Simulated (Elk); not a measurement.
# Collinear magnetic orders of TiCo with Elk, part 2 of 3

Does TiCo prefer parallel or opposed moments, or none?

Elk 11.2.3 (patched build); PBE; all-electron APW+lo, Dirac cores, scalar-relativistic bands.

So far, largest spin moment in the muffin-tin sphere (μB): step 2 (run 1 (ferro +)) 0.826.

## Step 3: Order 2, typed as antiferro q=(1/2,1/2,1/2) +-

Reversing part of the moments tests the sign of the couplings between them.

The cell is doubled to 4 atoms to hold this order. Its mesh is chosen so that both cells sample the same points.

elk.in reads:

```
tasks
  0

xctype
  20

rgkmax
  7.0

nempty
  14

swidth
  0.005

reducebf
  0.5

epsengy
  1e-05

maxscl
  100

lmaxi
  2

spinpol
  .true.

sppath
  './'

avec
  11.28586389767 0.00000000000 0.00000000000
  5.64293194884 5.64293194884 0.00000000000
  5.64293194884 0.00000000000 5.64293194884

atoms
  2
  'Ti.in'
  2
  0.0000000000 0.0000000000 0.0000000000   0.000000 0.000000 0.000000
  0.5000000000 0.0000000000 0.0000000000   0.000000 0.000000 0.000000
  'Co.in'
  2
  0.7500000000 0.5000000000 0.5000000000   0.000000 0.000000 -0.150000
  0.2500000000 0.5000000000 0.5000000000   0.000000 0.000000 0.150000

ngridk
  4 8 8
```

Run with:

```console
OMP_NUM_THREADS=4 elk
```

Numbers of over 12 decimals in the logs are rounded to 6 here.

The program printed:

```text
Warning(gndstate): core states of species 2 leak from the muffin-tin :   0.4867955026E-03

--- INFO.OUT ---
┌─────────────────────────┐
│ Elk code version 11.2.3 │
└─────────────────────────┘

All units are atomic (Hartree, Bohr, etc.)

┌─────────────────────────────────────────────────┐
│ Ground-state run starting from atomic densities │
└─────────────────────────────────────────────────┘

Lattice vectors :
   11.28586390       0.000000000       0.000000000
   5.642931949       5.642931949       0.000000000
   5.642931949       0.000000000       5.642931949

Species : 1 (Ti)
 parameters loaded from : Ti.in
 name : titanium
 nuclear charge    :   -22.00000000
 electronic charge :    22.00000000
 atomic mass :    87256.20317
 muffin-tin radius :    2.400000000
 number of radial points in muffin-tin :    993
 inner part over the whole radius :   0.9985722337E-02
 number on inner part of muffin-tin    :    699
 approximate nuclear radius :   0.6805665174E-04
 number of mesh points to nuclear radius :    325
 atomic positions (lattice), magnetic fields (Cartesian) :
  1 :   0.00000000  0.00000000  0.00000000    0.00000000  0.00000000  0.00000000
  2 :   0.50000000  0.00000000  0.00000000    0.00000000  0.00000000  0.00000000

Species : 2 (Co)
 parameters loaded from : Co.in
 name : cobalt
 nuclear charge    :   -27.00000000
 electronic charge :    27.00000000
 atomic mass :    107428.6517
 muffin-tin radius :    2.400000000
 number of radial points in muffin-tin :    993
 inner part over the whole radius :   0.9997676968E-02
 number on inner part of muffin-tin    :    701
 approximate nuclear radius :   0.7243775530E-04
 number of mesh points to nuclear radius :    333
 atomic positions (lattice), magnetic fields (Cartesian) :
  1 :  -0.25000000  0.50000000  0.50000000    0.00000000  0.00000000 -0.15000000
  2 :   0.25000000  0.50000000  0.50000000    0.00000000  0.00000000  0.15000000

Total number of atoms per unit cell :    4
Total muffin-tin volume :    231.6233432
 ratio of muffin-tin to unit cell volume :   0.6445222156

Spin treatment :
 spin-polarised
 global magnetic field (Cartesian) :    0.000000000       0.000000000       0.000000000
 collinear magnetisation in z-direction

Number of Bravais lattice symmetries :   48
Number of crystal symmetries         :   96
Crystal has inversion symmetry
Real symmetric eigensolver will be used

k-point grid :      4     8     8
k-point offset :    0.000000000       0.000000000       0.000000000
k-point set is reduced with full crystal symmetry group
Total number of k-points :       19

Muffin-tin radius times maximum |G+k| :    7.000000000
 using average radius
Maximum |G+k| for APW functions       :    2.916666667
Maximum (1/2)|G+k|²                   :    4.253472222
Maximum |G| for potential and density :    12.00000000
Constant for pseudocharge density :    7
 order of it for each species :   14  14
 order of it for pair densities of each species (exact exchange by exxq0 0: 14) :   10  10
Radial integration step length :    1

G-vector grid sizes :     45    32    32
Number of G-vectors :    10489

Maximum angular momentum used for
 APW functions            :    8
 outer part of muffin-tin :    6
 inner part of muffin-tin :    2

Number of empty states         :     56
Total number of valence states :    168
Total number of core states    :     44

Third-order local-orbitals added for an l without core states : T
Total number of local-orbitals :     80

Exchange-correlation functional :     20     0     0
 Perdew-Burke-Ernzerhof, Phys. Rev. Lett. 77, 3865 (1996)
 gradient requirement :    1
 generalised gradient approximation (GGA)

Smearing type :    3
 Fermi-Dirac
Smearing width :   0.5000000000E-02
Effective electronic temperature (K) :    1578.875124

Mixing type :    3
 Broyden mixing, J. Phys. A: Math. Gen. 17, L317 (1984)

Kohn-Sham potential initialised from atomic data

┌──────────────────────────────┐
│ Self-consistent loop started │
└──────────────────────────────┘

┌─────────────────┐
│ Loop number : 1 │
└─────────────────┘

Energies :
 Fermi                       :     0.228165
 sum of occupied eigenvalues :     -2609.7441822587
 electron kinetic            :      4553.6197948773
 core electron kinetic       :      4144.8933489955
 Coulomb                     :     -8844.4413508206
 Coulomb potential           :     -6884.3127368096
 nuclear-nuclear             :     -778.73378783009
 electron-nuclear            :     -9276.8137511832
 Hartree                     :      1211.1061881928
 Madelung                    :     -5402.2849824158
 xc potential                :     -278.91202109396
 xc effective B-field        :    -0.67654072452587E-01
 external B-field            :      0.000000
 exchange                    :     -199.57382848991
 correlation                 :     -4.481704
 electron entropic           :    -0.60688166574603E-02
 total energy                :     -4494.8831575365
 (external B-field energy excluded from total)

Density of states at Fermi energy :    75.63669092
 (states/Hartree/unit cell)

Estimated indirect band gap :   0.4473133254E-03
 from k-point 15 to k-point 14
Estimated direct band gap   :   0.1988901423E-01
 at k-point 18

Charges :
 core                        :    44.00000000
 valence                     :    54.00000000
 interstitial                :    4.434984575
 muffin-tins (core leakage)
  species : 1 (Ti)
   atom 1                    :    19.80989483     ( -0.2204034022E-06)
   atom 2                    :    19.80989483     ( -0.2204034022E-06)
  species : 2 (Co)
   atom 1                    :    26.97261288     (  0.4941864667E-03)
   atom 2                    :    26.97261288     (  0.4941864667E-03)
 total in muffin-tins        :    93.56501543
 total calculated charge     :    97.99837085
 total charge                :    98.00000000
 error                       :   0.1629147701E-02

Moments :
 interstitial                :   0.4477566174E-18
 muffin-tins
  species : 1 (Ti)
   atom 1                    :  -0.1780075821E-21
   atom 2                    :   0.1780075821E-21
  species : 2 (Co)
   atom 1                    :    1.180211026
   atom 2                    :   -1.180211026
 total in muffin-tins        :    0.000000000
 total moment                :   0.4477566174E-18

[... earlier loops left out ...]

┌──────────────────┐
│ Loop number : 33 │
└──────────────────┘

Energies :
 Fermi                       :     0.319859
 sum of occupied eigenvalues :     -2602.2290901491
 electron kinetic            :      4552.1399794993
 core electron kinetic       :      4144.6946654680
 Coulomb                     :     -8842.9935129148
 Coulomb potential           :     -6889.9955144210
 nuclear-nuclear             :     -778.73378783009
 electron-nuclear            :     -9268.5075257461
 Hartree                     :      1204.2478006614
 Madelung                    :     -5397.9957557043
 xc potential                :     -264.36884443074
 xc effective B-field        :    -0.47107203488095E-02
 external B-field            :      0.000000
 exchange                    :     -199.29469806301
 correlation                 :     -4.480171
 electron entropic           :    -0.11080924728656E-01
 total energy                :     -4494.6394832648
 (external B-field energy excluded from total)

Density of states at Fermi energy :    133.9195579
 (states/Hartree/unit cell)

Estimated indirect band gap :   0.2875487018E-02
 from k-point 19 to k-point 18
Estimated direct band gap   :   0.4119937340E-02
 at k-point 12

Charges :
 core                        :    44.00000000
 valence                     :    54.00000000
 interstitial                :    4.393085767
 muffin-tins (core leakage)
  species : 1 (Ti)
   atom 1                    :    20.42765816     ( -0.2204263598E-06)
   atom 2                    :    20.42765816     ( -0.2204263598E-06)
  species : 2 (Co)
   atom 1                    :    26.37579896     (  0.4867955026E-03)
   atom 2                    :    26.37579896     (  0.4867955026E-03)
 total in muffin-tins        :    93.60691423
 total calculated charge     :    97.99831364
 total charge                :    98.00000000
 error                       :   0.1686362772E-02

Moments :
 interstitial                :  -0.5453550468E-19
 muffin-tins
  species : 1 (Ti)
   atom 1                    :  -0.4137890753E-22
   atom 2                    :   0.4137890753E-22
  species : 2 (Co)
   atom 1                    :   0.2885575209
   atom 2                    :  -0.2885575209
 total in muffin-tins        :   0.5551115123E-16
 total moment                :   0.5545661573E-16

┌──────────────────────────────┐
│ Self-consistent loop stopped │
└──────────────────────────────┘

Warning : core states of species 2 leak from the muffin-tin :   0.4867955026E-03

Wrote STATE.OUT
```

Run time: 2.2 min. Hardware: 4 threads of Arm Neoverse V2, shared host; peak memory 0.44 GiB.

Spin moment in the muffin-tin sphere by atom:

```
atom  spin moment in the muffin-tin sphere (μB)
 Ti1                                      0.000
 Ti2                                      0.000
 Co3                                      0.289
 Co4                                     -0.289
```

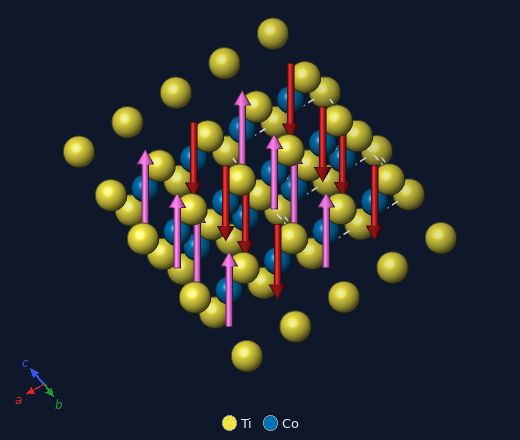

Spin moment in the muffin-tin sphere as arrows, the longest 0.289 μB. Up and down stand for the sign. Arrows give size and sign along the axis of quantisation, drawn up and down the page. The two directions have two colours. 2×2×2 cells are drawn. Some periodic images of atoms are drawn too.

Numbers from this step:

| Quantity | Value |
| --- | --- |
| density of states at the Fermi level | 4.921 states/eV/cell |
| moment between the spheres | 0 μB |
| magnetization | 0 μB |
| final state | antiferromagnetic |

It lies 13.6 meV a seeded atom over the first start, and its largest moment is 0.289 μB against 0.826 μB.

## Step 4: Run 3 (antiferro q=(0,1/2,1/2) +-)

Reversing part of the moments tests the sign of the couplings between them.

The cell is doubled to 4 atoms to hold this order. Its mesh is chosen so that both cells sample the same points.

elk.in reads:

```
tasks
  0

xctype
  20

rgkmax
  7.0

nempty
  14

swidth
  0.005

reducebf
  0.5

epsengy
  1e-05

maxscl
  100

lmaxi
  2

spinpol
  .true.

sppath
  './'

avec
  5.64293194884 0.00000000000 0.00000000000
  0.00000000000 11.28586389767 0.00000000000
  0.00000000000 5.64293194884 5.64293194884

atoms
  2
  'Ti.in'
  2
  0.0000000000 0.0000000000 0.0000000000   0.000000 0.000000 0.000000
  0.0000000000 0.5000000000 0.0000000000   0.000000 0.000000 0.000000
  'Co.in'
  2
  0.5000000000 0.0000000000 0.5000000000   0.000000 0.000000 -0.150000
  0.5000000000 0.5000000000 0.5000000000   0.000000 0.000000 0.150000

ngridk
  8 4 8
```

Run with:

```console
OMP_NUM_THREADS=4 elk
```

The program printed:

```text
Warning(gndstate): core states of species 2 leak from the muffin-tin :   0.4866730542E-03

--- INFO.OUT ---
┌─────────────────────────┐
│ Elk code version 11.2.3 │
└─────────────────────────┘

All units are atomic (Hartree, Bohr, etc.)

┌─────────────────────────────────────────────────┐
│ Ground-state run starting from atomic densities │
└─────────────────────────────────────────────────┘

Lattice vectors :
   5.642931949       0.000000000       0.000000000
   0.000000000       11.28586390       0.000000000
[...]
error                       :   0.1505910911E-02

Moments :
 interstitial                :   0.2545085996E-17
 muffin-tins
  species : 1 (Ti)
   atom 1                    :   0.1022666227E-19
   atom 2                    :  -0.1022666227E-19
  species : 2 (Co)
   atom 1                    :   0.3426824061
   atom 2                    :  -0.3426824061
 total in muffin-tins        :   0.5551115123E-16
 total moment                :   0.5805623723E-16

┌──────────────────────────────┐
│ Self-consistent loop stopped │
└──────────────────────────────┘

Warning : core states of species 2 leak from the muffin-tin :   0.4866730542E-03

Wrote STATE.OUT

[key lines of the parts left out:]
total energy                :     -4494.6394821698
```

It took 5.2 min on 4 threads; peak memory 0.46 GiB.

Spin moment in the muffin-tin sphere by atom:

```
atom  spin moment in the muffin-tin sphere (μB)
 Ti1                                      0.000
 Ti2                                      0.000
 Co3                                      0.343
 Co4                                     -0.343
```

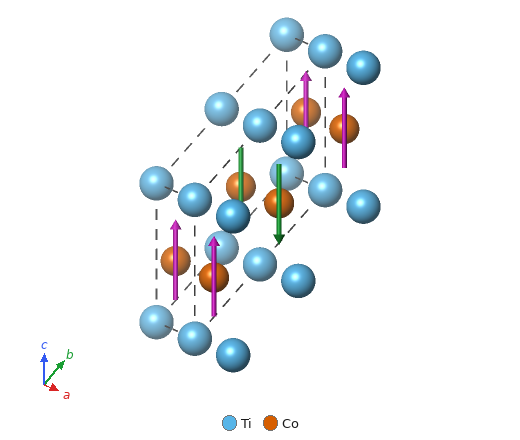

Spin moment in the muffin-tin sphere as arrows, the longest 0.343 μB. Up and down stand for the sign. Arrows give size and sign along the axis of quantisation, drawn up and down the page. The two directions have two colours. 2×1×1 cells are drawn. Some periodic images of atoms are drawn too.

This step gave:

```
density of states at the Fermi level : 5.027 states/eV/cell
moment between the spheres           : 0 μB
magnetization                        : 0 μB
final state                          : antiferromagnetic
```

It lies 13.6 meV a seeded atom over the first start, and its largest moment is 0.343 μB against 0.826 μB.

(Continued in part 3 of 3.)

[Logs and program files are shortened in this print: banners, set-up blocks, solver, clock and traceback lines can be left out without a mark of their own.]

[Logs are printed without paths, hosts, clocks, repeated set-up lines and the standing remarks that a program may print on its own settings, such as how far it seeks lower states.]

[Hosts, paths, dates, database ids (printed as entryN), source tags and the programs' standing remarks are cut or masked in the printed files.]

[Where a cell is said to come from a database of computed structures, the database is the Materials Project.]
